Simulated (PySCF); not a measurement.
**Sr: interval between two levels with spin-orbit coupling**

Aim: the interval between two levels of strontium from differences of total energies, at each level of theory, and how far each lands from the tabulated value where there is one.

Method: two-component X2C-1e, generalised determinants. Code: PySCF 2.14.0.

### 1 The atom as given

| Quantity | Value |
| --- | --- |
| Element | strontium (Z = 38) |
| Basis | x2c-SVPall-2c with one added diffuse shell each of s, d type (7s7p7d1f, 70 functions) |
| Hamiltonian | two-component X2C-1e, Gaussian nucleus, no Breit or QED terms; spin-orbit coupling, run by run: off; screened by Boettger's factors |
| Core shells frozen in the correlated runs | [Ar] 3d10 (for Sr) |
| State 1 | Sr 4d1 5s1 3D3: [Kr] 4d1 5s1; 4d5/2 filled at m_j = +5/2; 5s1/2 filled at m_j = +1/2 |
| Needed too, but not shown | Sr [Kr] 5s2 (1S) |
| Methods | GHF, GMP2 |

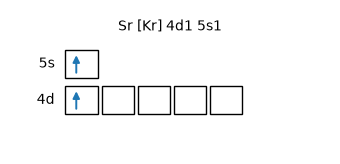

Occupation of the outer shells (arrows by Hund's rule).

A driver program built on PySCF's X2C-1e integrals ran all steps in one process from the settings above; there is no separate input file.

It was started by

```bash
$ OMP_NUM_THREADS=1 python sorun2.py TASK.json OUT
```

The integrals over 70 functions and the set-up took 2.1 s of CPU time.

### 2 Sr 4d1 5s1 3D3

GHF (spin-free):

The log of the run:

```text
cycle= 1 E= -3176.8272104935  delta_E= -3.18e+03  |FDS-SDF|= 0.00711
cycle= 2 E= -3176.8398444998  delta_E= -0.0126  |FDS-SDF|= 0.0037
cycle= 3 E= -3176.8421352474  delta_E= -0.00229  |FDS-SDF|= 0.00192
cycle= 4 E= -3176.8430452964  delta_E= -0.00091  |FDS-SDF|= 0.000802
cycle= 5 E= -3176.8432538198  delta_E= -0.000209  |FDS-SDF|= 0.000364
cycle= 6 E= -3176.8433116795  delta_E= -5.79e-05  |FDS-SDF|= 0.000102
cycle= 7 E= -3176.8433165598  delta_E= -4.88e-06  |FDS-SDF|= 1.69e-05
cycle= 8 E= -3176.8433166605  delta_E= -1.01e-07  |FDS-SDF|= 3.14e-06
cycle= 9 E= -3176.8433166655  delta_E= -5.05e-09  |FDS-SDF|= 7.66e-07
cycle= 10 E= -3176.8433166658  delta_E= -2.35e-10  |FDS-SDF|= 2.82e-07
```

It took 1.6 s on 1 thread of AMD EPYC 7R43, shared host, the integrals not counted.

Occupied spinors (without spin-orbit coupling the j labels only name the start):

| spinor shell | electrons | mean energy (eV) | weight of the nominal j | rms radius (bohr) |
| --- | --- | --- | --- | --- |
| 1s1/2 | 2 | -16193.6 | 1.000 | 0.0451 |
| 2s1/2 | 2 | -2258.9 | 1.000 | 0.187 |
| 2p3/2 | 4 | -2001.9 | 0.833 | 0.166 |
| 2p1/2 | 2 | -2001.9 | 0.667 | 0.166 |
| 3s1/2 | 2 | -378.06 | 1.000 | 0.524 |
| 3p3/2 | 4 | -292.33 | 0.833 | 0.534 |
| 3p1/2 | 2 | -292.28 | 0.667 | 0.534 |
| 3d5/2 | 6 | -150.62 | 0.800 | 0.547 |
| 3d3/2 | 4 | -150.56 | 0.700 | 0.547 |
| 4s1/2 | 2 | -51.666 | 1.000 | 1.47 |
| 4p3/2 | 4 | -28.857 | 0.833 | 1.70 |
| 4p1/2 | 2 | -28.460 | 0.667 | 1.69 |
| 5s1/2 | 1 | -5.134 | 1.000 | 4.95 |
| 4d5/2 | 1 | -3.140 | 1.000 | 4.56 |

M_J = 3, ⟨J²⟩ = 12.003, ⟨L²⟩ = 6.002, ⟨S²⟩ = 2.001.

GMP2 (spin-free):

The driver printed no log here.

Time after the integrals: 0.1 s (1 thread of AMD EPYC 7R43, shared host).

With 10 electrons correlated and 6 very high virtual spinors dropped, the MP2 correlation energy is -0.15265 hartree. Largest pairs: 4p3/2-4p3/2 -0.0467, 4p1/2-4p3/2 -0.0461, 4p1/2-4p1/2 -0.0133, 4p3/2-4s1/2 -0.0114, 4d5/2-4p3/2 -0.0085.

GHF (screened spin-orbit):

The log of the run:

```text
cycle= 1 E= -3177.0608009068  delta_E= -3.18e+03  |FDS-SDF|= 0.0106
cycle= 2 E= -3177.0738220516  delta_E= -0.013  |FDS-SDF|= 0.00366
cycle= 3 E= -3177.0761969933  delta_E= -0.00237  |FDS-SDF|= 0.00188
cycle= 4 E= -3177.0768829593  delta_E= -0.000686  |FDS-SDF|= 0.000971
cycle= 5 E= -3177.0772044755  delta_E= -0.000322  |FDS-SDF|= 0.000346
cycle= 6 E= -3177.0772540613  delta_E= -4.96e-05  |FDS-SDF|= 0.000102
cycle= 7 E= -3177.0772588764  delta_E= -4.82e-06  |FDS-SDF|= 2.11e-05
cycle= 8 E= -3177.0772590394  delta_E= -1.63e-07  |FDS-SDF|= 3.14e-06
cycle= 9 E= -3177.0772590439  delta_E= -4.41e-09  |FDS-SDF|= 8.59e-07
cycle= 10 E= -3177.0772590442  delta_E= -3.09e-10  |FDS-SDF|= 3.27e-07
```

Time after the integrals: 1.5 s (1 thread of AMD EPYC 7R43, shared host).

The outer occupied spinors:

| spinor shell | electrons | mean energy (eV) | weight of the nominal j | rms radius (bohr) |
| --- | --- | --- | --- | --- |
| 3p3/2 | 4 | -288.74 | 1.000 | 0.538 |
| 3d3/2 | 4 | -151.73 | 1.000 | 0.545 |
| 3d5/2 | 6 | -149.86 | 1.000 | 0.549 |
| 4s1/2 | 2 | -51.686 | 1.000 | 1.47 |
| 4p1/2 | 2 | -29.469 | 0.963 | 1.68 |
| 4p3/2 | 4 | -28.402 | 0.981 | 1.70 |
| 5s1/2 | 1 | -5.143 | 1.000 | 4.95 |
| 4d5/2 | 1 | -3.131 | 1.000 | 4.57 |

M_J = 3, ⟨J²⟩ = 12.003, ⟨L²⟩ = 6.007, ⟨S²⟩ = 2.006.

GMP2 (screened spin-orbit):

This step left no log, only its results.

Time after the integrals: 0.1 s (1 thread of AMD EPYC 7R43, shared host).

With 10 electrons correlated and 6 very high virtual spinors dropped, the MP2 correlation energy is -0.15249 hartree. Largest pairs: 4p1/2-4p3/2 -0.0470, 4p3/2-4p3/2 -0.0464, 4p1/2-4p1/2 -0.0127, 4p3/2-4s1/2 -0.0114, 4d5/2-4p3/2 -0.0091.

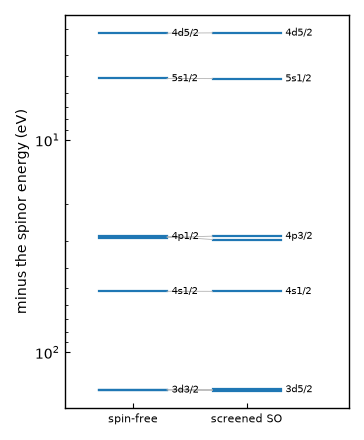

The highest 7 spinor levels of Sr 4d1 5s1 3D3 on a logarithmic scale, without and with spin-orbit coupling.

### 3 Differences of total energies

Interval between two levels: Sr [Kr] 5s2 → Sr [Kr] 4d1 5s1 [4d5/2^1 5s1/2^1, M_J = 3].

| method | value (eV) | error (eV) |
| --- | --- | --- |
| GHF (spin-free) | 1.868 | -0.403 |
| GMP2 (spin-free) | 2.300 | +0.028 |
| GHF (screened spin-orbit) | 1.875 | -0.396 |
| GMP2 (screened spin-orbit) | 2.310 | +0.039 |

Reference: 2.271 eV (measured; NIST Handbook of Basic Atomic Spectroscopic Data (Sansonetti and Martin, J. Phys. Chem. Ref. Data 34, 1559 (2005))). The spin-free rows have the spin-orbit operator switched off.

The differences also use runs on Sr [Kr] 5s2 (1S), which are not shown here.

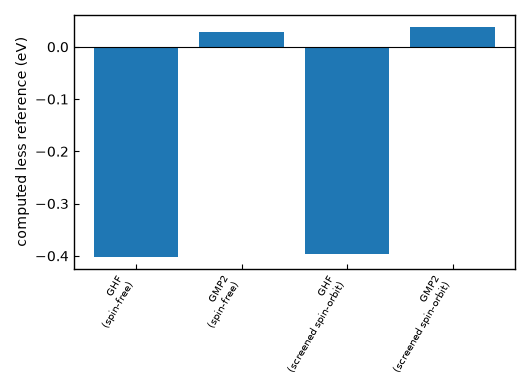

Computed less reference values by method.

### 4 Outcome

```
                                     quantity                                                                        value
interval between two levels, Sr → 4d1 5s1 3D3  GHF (spin-free) 1.868, GMP2 (screened spin-orbit) 2.310 eV; reference 2.271
```

Each level's miss (mean over 1 difference):

| method | mean absolute miss against the measured value (with the measured fine structure taken into account where it is known) (eV) |
| --- | --- |
| GHF (spin-free) | 0.403 |
| GMP2 (spin-free) | 0.028 |
| GHF (screened spin-orbit) | 0.396 |
| GMP2 (screened spin-orbit) | 0.039 |

In words: GMP2 (spin-free) lands nearest to the measured value (off by 0.03 eV), level with GMP2 (screened spin-orbit); GHF (spin-free) misses by most (0.40 eV). Spin-orbit coupling moves the difference by +0.011 eV at GMP2. The basis is finite, and no extrapolation was made.
